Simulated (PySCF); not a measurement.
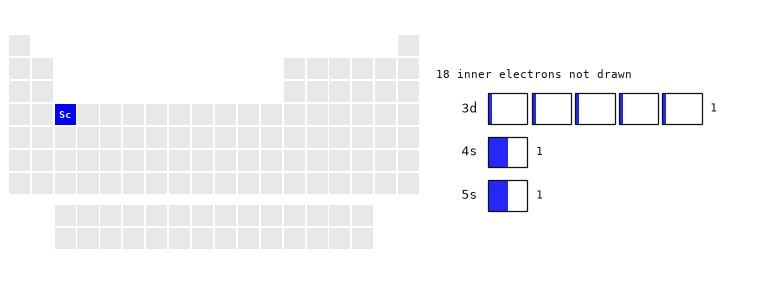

Left, the place of scandium in the periodic table; right, the outer shells of the nominal configuration: a box for each of the 2l + 1 orbitals, shaded by the share of the shell that is filled, with the electron count at the right.

# Sc: atomic calculation

Sc, configuration 1s2 2s2 2p6 3s2 3p6 3d1 4s1 5s1, multiplicity 4. Computed at this level: unrestricted HF, dyall-av2z, non-relativistic, point nucleus (PySCF).

**The program's output (extracts)**
```
damping factor = 0
level_shift factor = 0
DIIS = <class 'pyscf.scf.diis.CDIIS'>
diis_start_cycle = 1
diis_space = 10
diis_damp = 0
SCF conv_tol = 1e-09
SCF conv_tol_grad = None
number electrons alpha = 12  beta = 9
cycle= 1 E= -759.611600665182  delta_E= -0.00177  |g|= 0.0123  |ddm|= 0.0418
cycle= 2 E= -759.611671230669  delta_E= -7.06e-05  |g|= 0.00312  |ddm|= 0.0101
cycle= 3 E= -759.611678360538  delta_E= -7.13e-06  |g|= 0.000643  |ddm|= 0.0059
cycle= 4 E= -759.611680345175  delta_E= -1.98e-06  |g|= 0.00048  |ddm|= 0.00411
cycle= 5 E= -759.611682983791  delta_E= -2.64e-06  |g|= 0.000588  |ddm|= 0.00471
cycle= 6 E= -759.611679647764  delta_E= 3.34e-06  |g|= 0.000309  |ddm|= 0.00951
cycle= 7 E= -759.611680680207  delta_E= -1.03e-06  |g|= 0.000154  |ddm|= 0.00458
cycle= 8 E= -759.611680943962  delta_E= -2.64e-07  |g|= 4.45e-05  |ddm|= 0.00332
cycle= 9 E= -759.611680948804  delta_E= -4.84e-09  |g|= 1.03e-05  |ddm|= 0.00073
cycle= 10 E= -759.611680950124  delta_E= -1.32e-09  |g|= 4.77e-06  |ddm|= 0.000221
cycle= 11 E= -759.611680950473  delta_E= -3.49e-10  |g|= 2.12e-06  |ddm|= 0.000121
converged SCF energy = -759.611680950473  <S^2> = 3.7511137  2S+1 = 4.0005568
```

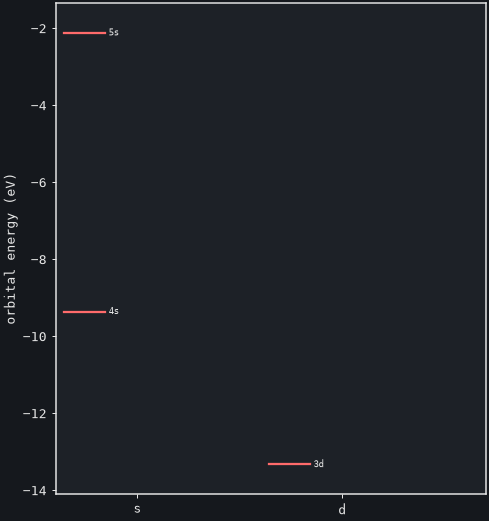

Orbital energies of the mean field, from the top down to −13.3 eV, by angular momentum, α spin at the left of each column and β at the right; ×n counts the orbitals under one label. Empty levels that the record names by l alone aren't drawn. The highest filled orbital is 5s α at −2.12 eV, the lowest empty one s β at −2.27 eV.

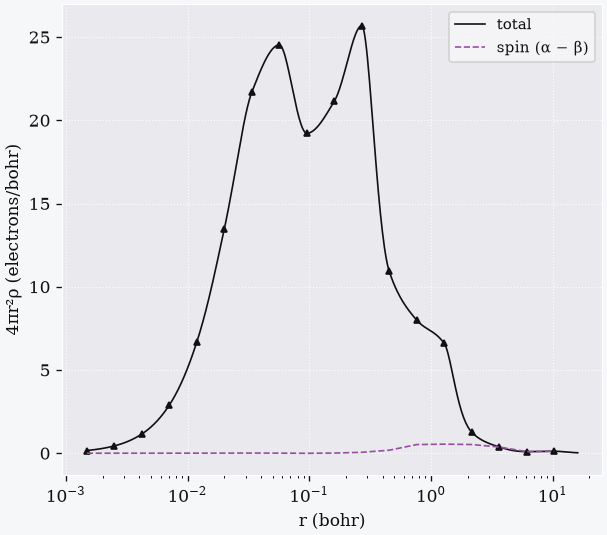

Spherically averaged radial density 4πr²ρ of the mean field and its spin part; markers are the stored points, which are sparse, and the line is a monotone interpolation between them. The largest stored value is 25.7 electrons/bohr at r = 0.27 bohr. Root-mean-square radii of the shells: 2s 0.373, 3s 1.16, 3p 1.27, 3d 1.86, 4s 3.70, 5s 10.9 bohr.

**The input**
```python
from pyscf import gto, scf, dft, mp, cc
import basis_set_exchange as bse
mol = gto.M(atom="Sc 0 0 0", charge=0, spin=3, symmetry="D2h",
            basis=gto.basis.parse(bse.get_basis("dyall-av2z", elements=["Sc"], fmt="nwchem")))
mf = scf.UHF(mol)
mf.irrep_nelec = {'Ag': (5, 3), 'B1g': (1, 0), 'B1u': (2, 2), 'B2u': (2, 2), 'B3u': (2, 2)}
mf.kernel()
```

The script is an equivalent of what the driver set up; the driver started from orbitals of its own, so the log can be shorter than this script's would be, and it computed the properties (radii, ⟨L²⟩, response) afterwards. It held the occupations shell by shell, which the script's counts by irreducible representation don't always enforce.

**Key numbers**

```
                                             quantity                      value
                                              outcome                  converged
                                         total energy        −759.611681 hartree
                                       kinetic energy         759.595885 hartree
−E/T (1 by the virial theorem at the basis-set limit)                     1.0000
                                                 ⟨S²⟩                      3.751
                                                 ⟨L²⟩                       6.01
                                       SCF iterations                         11
                                             hardware  1 CPU thread, shared host
                                             CPU time     60 s (integrals apart)
```

**Notes**

This is not the ground configuration of the species. Limits: unstable response matrix: no polarizability.
